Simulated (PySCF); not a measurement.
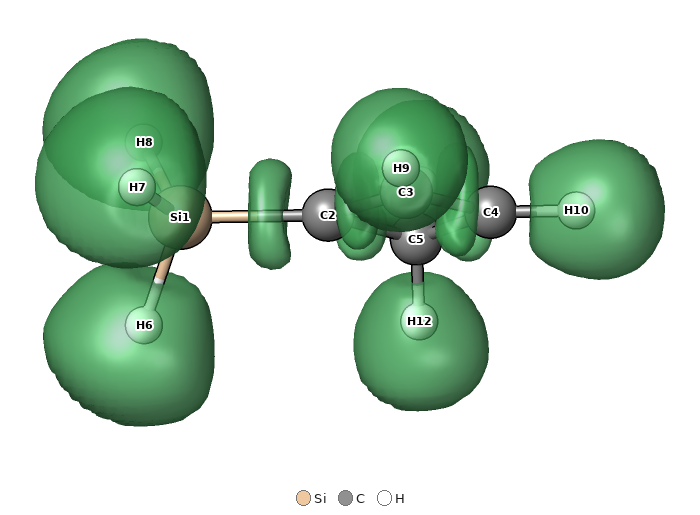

The picture shows: C$_{4}$H$_{7}$Si (doublet). Isosurface of the ELF at 0.85 (green), seen from one side. Only the valence region is drawn (cores and ρ < 0.01 e/Å³ removed).

Geometry: GFN2-xTB.

Level of theory: UKS B3LYP, pcH-1 on C H Si, non-relativistic, mean-field spin-orbit, GIAO in PySCF.

```xyz
12

Si    1.9507   -0.1537   -0.2427
C     0.1412   -0.0666    0.1330
C    -0.7137   -0.4466    1.1822
C    -1.8474    0.0232    0.5669
C    -1.0590    0.4877   -0.6358
H     2.4815    1.2000   -0.4454
H     2.6314   -0.7984    0.8796
H     2.1669   -0.9233   -1.4741
H    -0.5321   -0.9316    2.1251
H    -2.8920    0.0638    0.8095
H    -1.2828   -0.0196   -1.5744
H    -1.0435    1.5644   -0.8059
```

**What do the ELF domains correspond to?**

The ELF exceeds this value in four regions between bonded C–C atoms (shared pairs), one region between bonded C–Si atoms (shared pairs) and seven regions around hydrogen nuclei. Profiles from the grid: C–C (1.37 Å): the ELF peaks at about 0.95 between the atoms, as expected for a covalent bond. C–Si (1.85 Å): the ELF peaks at about 0.95 between the atoms, as expected for a shared electron pair.
